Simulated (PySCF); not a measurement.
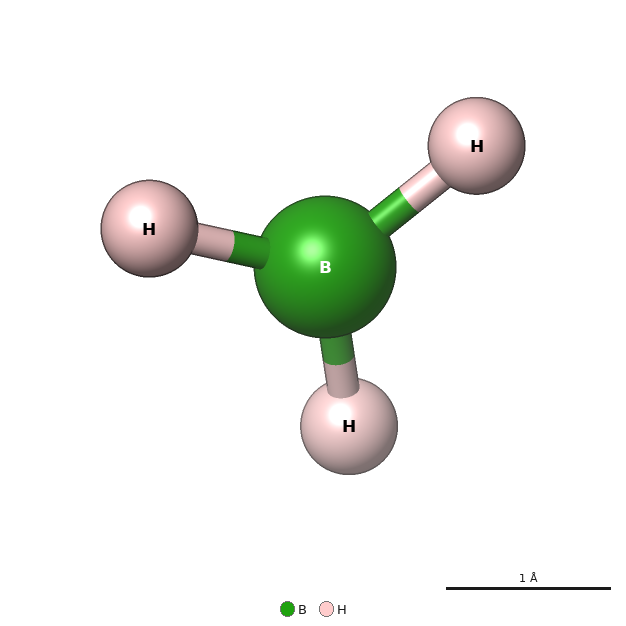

Distant atoms are faded towards the background colour. The computed structure is the end point of a PBE0-D3(BJ)/def2-SVP optimisation. No frequency run is at hand to confirm it as a minimum. Masses are those of the most abundant isotopes; constants are for the rigid equilibrium geometry.

**What kind of rotor is it, and what are its rotational constants in MHz?**

An oblate symmetric top (D3h): A = B = 229644, C = 114823 MHz.
